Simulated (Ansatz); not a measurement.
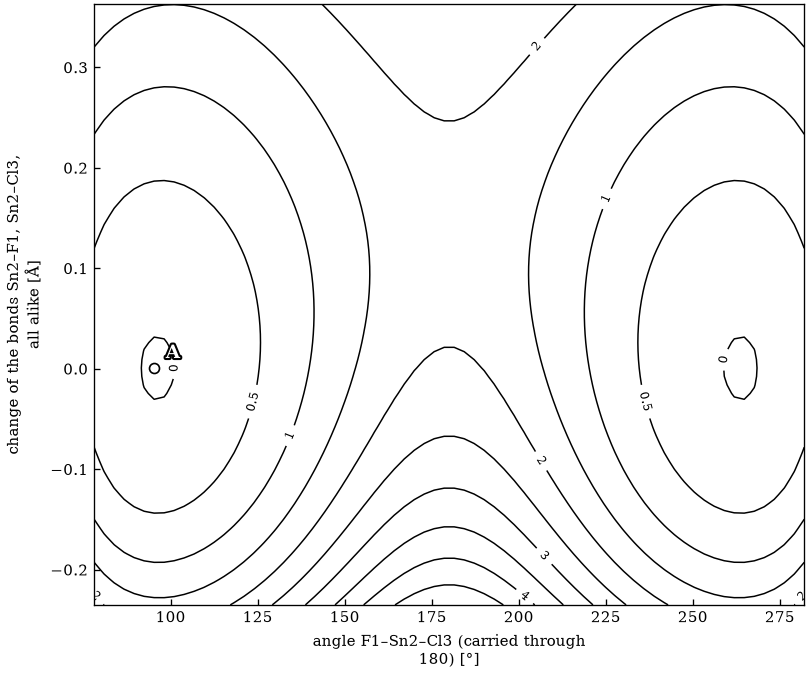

ClFSn, SMILES [F][Sn][Cl]. Coordinates scanned: (1) angle F1–Sn2–Cl3 (carried through 180); (2) change of the bonds Sn2–F1, Sn2–Cl3, all alike. Nothing is relaxed (all other coordinates rigid). The scan uses a 15 × 15 grid; 120 points were computed and 105 follow by symmetry. Points are written as (first, second). All energies are given in eV relative to the lowest grid point. All numbers below come from Ansatz 0.2.0, RHF/def2-TZVP.

Drawn: contour lines labelled in eV (none above 5), the point A. Between grid points the surface is interpolated.

What is the easiest way out of the well at A, and how high is the barrier?

The easiest path leads from the well at about (95°, 0.00 Å) to a well of about the same depth at about (265°, 0.00 Å). Its highest point lies about 1.8 eV above the bottom of the first well on the interpolated surface, at about (179°, 0.13 Å). The start is the relaxed structure and all else is held, so a fully relaxed path at this level can only be lower.

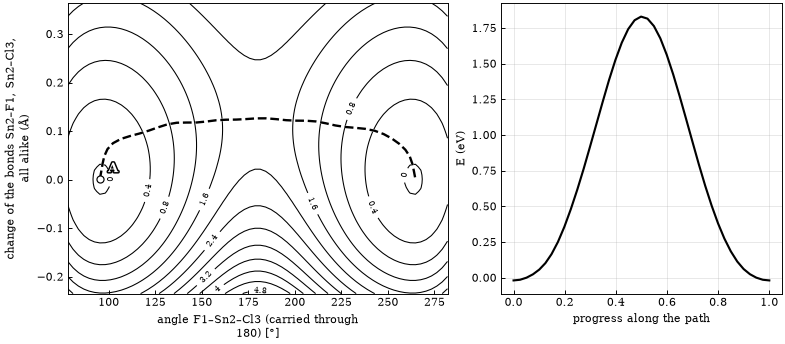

Drawn: contour lines labelled in eV (none above 4.8), a line along the lowest path, the energy along the path at the right. Between grid points the surface is interpolated.
